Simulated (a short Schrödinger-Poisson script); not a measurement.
Structure: symmetric double-gate stack, Si3N4 on p-type Si(100), at 77 K.

| layer | material | thickness (nm) | Na (cm⁻³) |
|---|---|---|---|
| 1 | Si3N4 | 3.8 | - |
| 2 | Si | 6 | 5e16 |
| 3 | Si3N4 | 3.8 | - |

The device is made up for the run: typed textbook-type constants, with dimensions and the other settings drawn at random. Si3N4: permittivity 7.5, conduction-band edge (eV) 1.95, gap (eV) 5.1, electron mass (mₑ) 0.5. Si: permittivity 11.7, conduction-band edge (eV) 0, gap (eV) 1.124, Nv at 300 K (cm⁻³) 3.1e19.

Channel valleys (confinement mass, in-plane density-of-states mass, number): Δ2 0.916, 0.19, 2; Δ4 0.19, 0.417, 4. At the gates, both at one voltage, the conduction-band edge of layer 1 lies 2.27 eV − eVg above the Fermi level of the channel. Gaps are held at their typed values at every temperature. Mesh 0.03 nm at interfaces.

Solved with a short Schrödinger-Poisson script written for these runs: 1D Poisson equation in equilibrium, electrons quantum, Hartree (BenDaniel-Duke, 12 states a valley, the channel's in-plane mass for all, wave functions ending at the dielectric), parabolic valleys, classical holes, full ionisation, no traps, pinning or gate leakage.

Only gate voltages with over 1e8 electrons/cm² are shown.

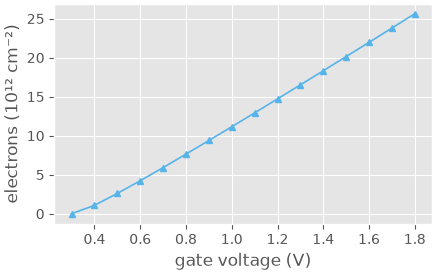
Figure. Sheet density against gate voltage

```tsv
Vg (V)	electrons (cm⁻²)	C (μF/cm²)	Δ2 E0 (meV)	Δ2 E1 (meV)	Δ4 E0 (meV)	Δ4 E1 (meV)
0.3	6.83e9	0.166	33.5	67.6	77.1	241.9
0.5	2.60e12	2.53	-14.5	13.0	29.6	187.6
0.7	5.91e12	2.74	-27.3	-5.6	18.1	170.1
0.9	9.38e12	2.81	-35.7	-18.4	11.8	159.0
1.1	1.29e13	2.86	-43.2	-29.3	7.0	150.0
1.3	1.65e13	2.89	-50.3	-39.3	3.1	142.4
1.5	2.01e13	2.92	-57.2	-48.6	-0.1	135.7
1.7	2.38e13	2.94	-64.3	-57.5	-2.9	129.6
```

Subbands count from the Fermi level. The capacitance is that of both gates.
